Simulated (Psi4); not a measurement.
# GeH2 (SMILES [H][Ge][H]) at B2PLYP/jun-cc-pVTZ (density fitting, density fitting for correlation, sweep point 8)

What is the energy change on altering one bond length of GeH2 at B2PLYP/jun-cc-pVTZ (density fitting, density fitting for correlation, sweep point 8)? 

Program for the calculation: Psi4 1.11.

8 further runs of the same task are left out: 8 for a known fault of the program.

**1. The structure to begin with**

GeH2: 3 atoms, total charge 0, spin state singlet. As SMILES, `[H][Ge][H]`. The shape comes from GFN2-xTB, which is rough for such elements, and wasn't checked as a minimum.

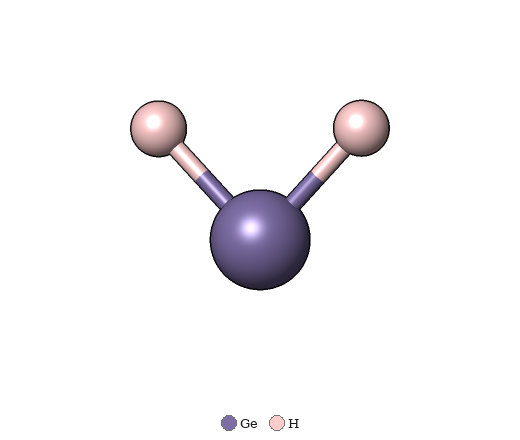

The structure, seen from a chosen angle (germanium purple, hydrogen pink).

**2. A single-point energy at B2PLYP/jun-cc-pVTZ (density fitting, density fitting for correlation, sweep point 8)**

job.py

```python
import psi4

psi4.set_memory(1600000000)
psi4.set_num_threads(1)
psi4.set_output_file('geh2.out', False)

geom = psi4.geometry("""
0 1
Ge     0.00867384    -0.01710202    -1.47591390
H      2.07650665    -0.03367492     0.75294248
H     -2.08518050     0.05077694     0.72297142
units au
symmetry c1
""")

psi4.set_options({
    'basis': 'jun-cc-pVTZ',
    'puream': True,
    'scf_type': 'df',
    'dft_radial_points': 99,
    'dft_spherical_points': 590,
    'num_frozen_docc': 9,
})

e_tot = psi4.energy("b2plyp")
print(f'total energy {e_tot:.8f} hartree = {e_tot * 27.211386:.5f} eV')
```

Command:

```sh
$ python job.py
```

geh2.out:

```text
[...]
  Running in c1 symmetry.
[...]
  Nuclear repulsion =   21.301569508545288
[...]
  Multiplicity = 1
[...]
  Nalpha       = 17
  Nbeta        = 17
[...]
    Number of basis functions: 80
[...]
   @DF-RKS iter   1: -2076.67775385173309   -2.82023e+00   2.50108e-02 DIIS/ADIIS
[...]
   @DF-RKS iter   7: -2077.73120171310620   -1.30656e-07   7.62098e-07 DIIS
[...]
    Orbital Energies [Eh]
    ---------------------
    Doubly Occupied:
       1A   -401.472622     2A    -50.773718     3A    -45.114831
       4A    -45.111898     5A    -45.111178     6A     -6.625278
       7A     -4.720202     8A     -4.710018     9A     -4.707177
      10A     -1.397701    11A     -1.394393    12A     -1.391656
      13A     -1.384443    14A     -1.381632    15A     -0.583723
      16A     -0.357812    17A     -0.291339
[...]
  @DF-RKS Final Energy: -2077.73120171310620
   => Energetics <=
    Nuclear Repulsion Energy =             21.3015695085452883
    One-Electron Energy =               -2938.2646867891853617
    Two-Electron Energy =                 877.1536608756377973
    DFT Exchange-Correlation Energy =     -37.9217453081037732
    Empirical Dispersion Energy =           0.0000000000000000
    VV10 Nonlocal Energy =                  0.0000000000000000
    Total Energy =                      -2077.7312017131062021
[...]
 Multipole Moments:
 ------------------------------------------------------------------------------------
     Multipole            Electronic (a.u.)      Nuclear  (a.u.)        Total (a.u.)
 ------------------------------------------------------------------------------------
 L = 1.  Multiply by 2.5417464519 to convert [e a0] to [Debye]
 Dipole X            :         -0.0142182            0.0148500            0.0006318
 Dipole Y            :         -2.5617341            2.4299088           -0.1318253
 Dipole Z            :          0.0000000           -0.0000000            0.0000000
 Magnitude           :                                                    0.1318268
[...]
```

The script printed:

```text
total energy -2077.79236686 hartree = -56539.61012 eV
```

It took 9.6 s on 1 thread of Intel Xeon Platinum 8488C (Sapphire Rapids), shared host; peak memory 0.99 GiB.

**3. The distorted shape at the same level**

calc.py

```python
import psi4

psi4.set_memory('1600 MB')
psi4.set_num_threads(1)
psi4.set_output_file('output.dat', False)

mol = psi4.geometry("""
Ge     1.05554810    -0.05103961    -2.57530176
H      3.12338091    -0.06761251    -0.34644538
H     -2.08518050     0.05077694     0.72297142
units au
symmetry c1
""")

options = {'puream': True, 'scf_type': 'df', 'dft_radial_points': 99, 'dft_spherical_points': 590, 'num_frozen_docc': 9}
psi4.set_options(options)

e_tot, wfn = psi4.energy('b2plyp/jun-cc-pVTZ', molecule=mol, return_wfn=True)
print('E =', round(e_tot, 9))
for k, v in sorted(psi4.core.scalar_variables().items()):
    print(f'{k:45s} {v:18.10f}')
```

Command:

```sh
$ python calc.py
```

output.dat:

```text
[...]
  Running in c1 symmetry.
[...]
  Nuclear repulsion =   17.737346226204131
[...]
  Multiplicity = 1
[...]
  Nalpha       = 17
  Nbeta        = 17
[...]
    Number of basis functions: 80
[...]
   @DF-RKS iter   1: -2076.45092508976541   -2.82135e+00   2.52088e-02 DIIS/ADIIS
[...]
   @DF-RKS iter   8: -2077.66612893428555   -8.01519e-08   6.16454e-07 DIIS
[...]
    Orbital Energies [Eh]
    ---------------------
    Doubly Occupied:
       1A   -401.514098     2A    -50.813362     3A    -45.154060
       4A    -45.152219     5A    -45.150680     6A     -6.663916
       7A     -4.757191     8A     -4.749593     9A     -4.745009
      10A     -1.434499    11A     -1.432878    12A     -1.428252
      13A     -1.422195    14A     -1.420941    15A     -0.574048
      16A     -0.338406    17A     -0.274450
[...]
  @DF-RKS Final Energy: -2077.66612893428555
   => Energetics <=
    Nuclear Repulsion Energy =             17.7373462262041315
    One-Electron Energy =               -2930.0489158568593666
    Two-Electron Energy =                 872.5165604053883044
    DFT Exchange-Correlation Energy =     -37.8711197090187284
    Empirical Dispersion Energy =           0.0000000000000000
    VV10 Nonlocal Energy =                  0.0000000000000000
    Total Energy =                      -2077.6661289342860073
[...]
 Multipole Moments:
 ------------------------------------------------------------------------------------
     Multipole            Electronic (a.u.)      Nuclear  (a.u.)        Total (a.u.)
 ------------------------------------------------------------------------------------
 L = 1.  Multiply by 2.5417464519 to convert [e a0] to [Debye]
 Dipole X            :         -1.3115550            0.5895886           -0.7219664
 Dipole Y            :         -3.8245325            3.0332439           -0.7912886
 Dipole Z            :         -0.0000000           -0.0000000           -0.0000000
 Magnitude           :                                                    1.0711551
[...]
```

The script printed:

```text
E = -2077.728747384
B2PLYP DOUBLE-HYBRID CORRECTION ENERGY             -0.0626184501
B2PLYP TOTAL ENERGY                             -2077.7287473844
CURRENT ENERGY                                  -2077.7287473844
CURRENT REFERENCE ENERGY                        -2077.6661289343
DD SOLVATION ENERGY                                 0.0000000000
DFT FUNCTIONAL TOTAL ENERGY                     -2077.6661289343
DFT TOTAL ENERGY                                -2077.7287473844
DFT VV10 ENERGY                                     0.0000000000
DFT XC ENERGY                                     -37.8711197090
DOUBLE-HYBRID CORRECTION ENERGY                    -0.0626184501
GRID ELECTRONS ALPHA                               17.0000000749
GRID ELECTRONS BETA                                17.0000000749
GRID ELECTRONS TOTAL                               34.0000001497
NUCLEAR REPULSION ENERGY                           17.7373462262
ONE-ELECTRON ENERGY                             -2930.0489158569
PCM POLARIZATION ENERGY                             0.0000000000
PE ENERGY                                           0.0000000000
SCF ITERATION ENERGY                            -2077.6661289343
SCF ITERATIONS                                      8.0000000000
SCF TOTAL ENERGY                                -2077.6661289343
TWO-ELECTRON ENERGY                               872.5165604054
XC GRID RADIAL POINTS                              99.0000000000
XC GRID SPHERICAL POINTS                          590.0000000000
XC GRID TOTAL POINTS                           170934.0000000000
```

It took 9.6 s on 1 thread of Intel Xeon Platinum 8488C (Sapphire Rapids), shared host; peak memory 0.98 GiB.

**4. Results**

Level: B2PLYP/jun-cc-pVTZ (density fitting, density fitting for correlation, sweep point 8), 9 core orbitals frozen.

```
                                                          quantity           value
                                         first shape: total energy  -2077.79237 Eh
                    first shape: HOMO energy (SCF part's orbitals)        -7.93 eV
                    first shape: LUMO energy (SCF part's orbitals)        -1.96 eV
                  first shape: HOMO–LUMO gap (SCF part's orbitals)         5.97 eV
                                     distorted shape: total energy  -2077.72875 Eh
                distorted shape: HOMO energy (SCF part's orbitals)        -7.47 eV
                distorted shape: LUMO energy (SCF part's orbitals)        -2.39 eV
              distorted shape: HOMO–LUMO gap (SCF part's orbitals)         5.08 eV
energy change with the Ge1–H3 bond stretched from 1.607 to 2.411 Å        1.731 eV
```

**Reading.** With the Ge1–H3 bond stretched from 1.607 to 2.411 Å the energy rises by 1.73 eV (40 kcal/mol). The first shape isn't relaxed at this level, so the change isn't measured from a minimum.
